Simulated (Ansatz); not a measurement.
## Electronic structure of C3H8GeO (SMILES CC1O[CH]1[GeH3]) in real space

The calculation's input:

```
crystal:
  periodic: [false, false, false]
  atoms:
    - { symbol: C, position_ang: [-1.739, 0.9052, 0.5862] }
    - { symbol: C, position_ang: [-0.3812, 0.723, 0.0385] }
    - { symbol: O, position_ang: [0.52, 0.552, 1.0692] }
    - { symbol: C, position_ang: [0.3061, -0.5824, 0.3201] }
    - { symbol: Ge, position_ang: [1.7119, -1.0983, -0.8611] }
    - { symbol: H, position_ang: [-2.5238, 0.6516, -0.1955] }
    - { symbol: H, position_ang: [-1.9482, 0.3806, 1.5132] }
    - { symbol: H, position_ang: [-1.8914, 2.0474, 0.7786] }
    - { symbol: H, position_ang: [0.0327, 1.3675, -0.7421] }
    - { symbol: H, position_ang: [-0.3331, -1.3384, 0.942] }
    - { symbol: H, position_ang: [1.1646, -1.9735, -1.9783] }
    - { symbol: H, position_ang: [2.3904, 0.1909, -1.4122] }
    - { symbol: H, position_ang: [2.7115, -1.8603, -0.0438] }
basis:
  gaussian: { orbitals: def2-mTZVP }
hamiltonian:
  xc: revpbe
  dispersion: d4
relax:
  f_tol: 0.015
  max_steps: 40
output:
  orbitals: {}
```

Launched as:

```sh
ansatz run input.yaml --threads 2 --pin off --max-ram 3072MiB --backend cpu --events-out ev --progress --plain --runs-dir out
```

The fields are those of the relaxed geometry.

Theory: RKS revPBE-D4/def2-mTZVP (Ansatz).

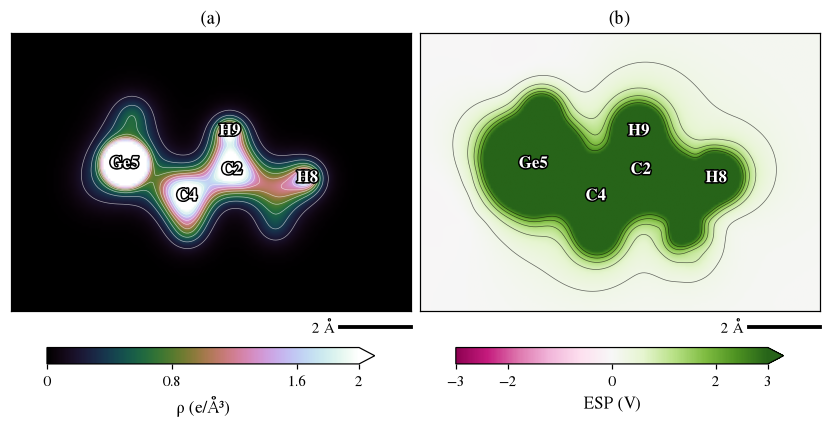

Figure 1. (a) total electron density; (b) molecular electrostatic potential on the plane of atoms C2, C4 and Ge5.

Q: What does the map show?

A:
- The section cuts through C, Ge and H sites.
- C–C (1.48 Å): the density is about 1.6 e/Å³ at the midpoint.
- C–Ge (1.98 Å): the density is about 0.83 e/Å³ at the midpoint.
- C–H (1.10 Å): ρ at the midpoint is about 2 e/Å³.
- The potential has no marked negative region in this plane.

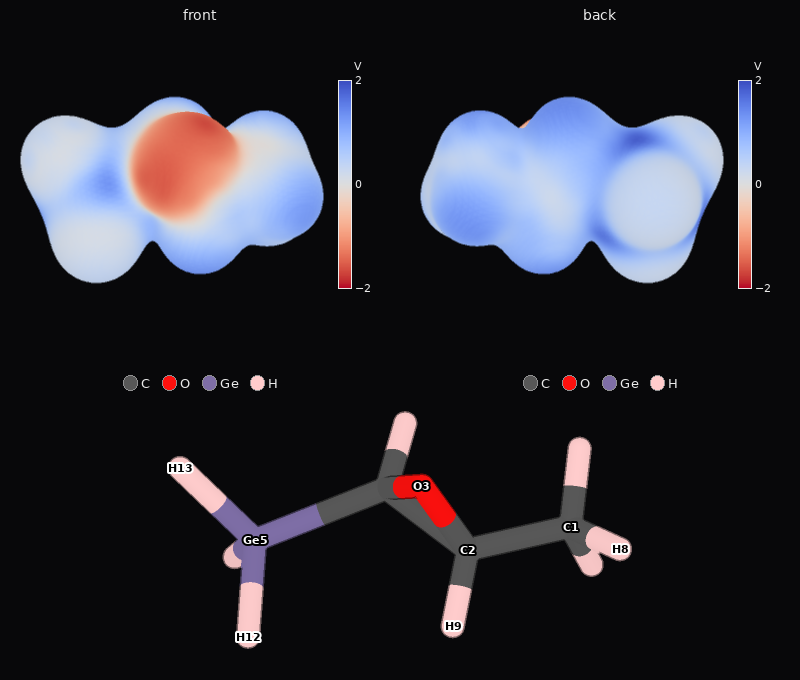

Figure 2. The electrostatic potential painted on the density surface at 0.004 e/bohr³, seen from the front and from behind; red is negative and blue positive. The bare structure is drawn below in the same view.

Q: Where is the surface potential most negative and most positive?

A: The most negative region (about −1.5 V, or −35 kcal/mol for a unit charge) lies over O3, the most positive (about +1.6 V, or +37 kcal/mol for a unit charge) over Ge5. O3 is the likeliest acceptor of a hydrogen bond.

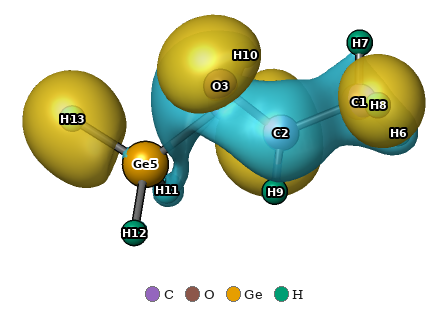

Figure 3. The HOMO−1 at ±0.08 Å⁻³ᐟ² (yellow and cyan are the two phases), seen at an oblique angle.

Q: Where does this orbital lie, and at what energy?

A: It lies mainly on C4 (about 25 %), O3 (about 25 %), C2 (about 20 %), Ge5 (about 10 %), H13 (about 5 %) and C1 (about 5 %). Its energy is −7.19 eV.
